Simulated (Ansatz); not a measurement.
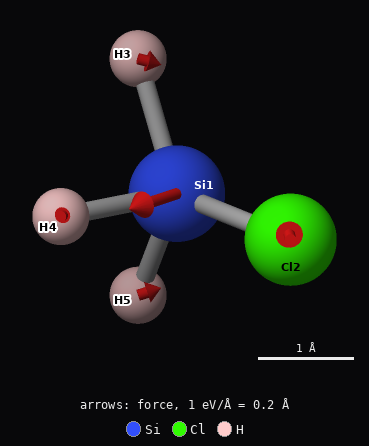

Starting geometry of SiH3Cl with the computed forces as red arrows. A ball-and-stick model, seen from a free direction.

Method: RKS PBE0-D4/def2-TZVP (Ansatz 0.2.0).

Input file:
```yaml
crystal:
  periodic: [false, false, false]
  atoms:
    - {symbol: Si, position_ang: [-0.005643, 0.148505, -0.013377]}
    - {symbol: Cl, position_ang: [0.021321, -1.969519, 0.679352]}
    - {symbol: H, position_ang: [1.267130, 0.957685, -0.145044]}
    - {symbol: H, position_ang: [-0.181171, 0.493992, 1.475775]}
    - {symbol: H, position_ang: [-1.292588, 0.835318, -0.418448]}
basis:
  gaussian: {orbitals: def2-TZVP}
hamiltonian: {xc: pbe0, dispersion: d4}
relax: {f_tol: 0.005, max_steps: 200}
```

Run as
```bash
ansatz run in.yaml --threads 2 --pin off --events-out ev --progress --plain --max-ram 5222MiB
```

What follows when this structure is relaxed?

Answer. It isn't relaxed: the largest force vector, on Si1, is 4.09 eV/Å. The final displacements follow the starting forces only in part (cosine between the two patterns 0.75). The largest move after the best rigid fit is that of Cl2, 0.34 Å. By element the largest moves are Cl 0.34 Å, Si 0.34 Å, H 0.32 Å. Some distances before and after: Si1–Cl2 2.229 → 2.053 Å, Si1–H4 1.539 → 1.481 Å, Si1–H3 1.514 → 1.481 Å. Bond angles that change, for instance: Cl2–Si1–H4 85.1° → 108.5°, H3–Si1–H4 93.4° → 110.4°, Cl2–Si1–H3 121.7° → 108.5°. Over 5 geometry steps the energy falls by 1.389 eV. Largest force component: 4.1 eV/Å at the start, 0.00085 eV/Å at the end. The run took 11 s on 2 threads of Intel Xeon Platinum 8259CL @ 2.50GHz, on a shared host.
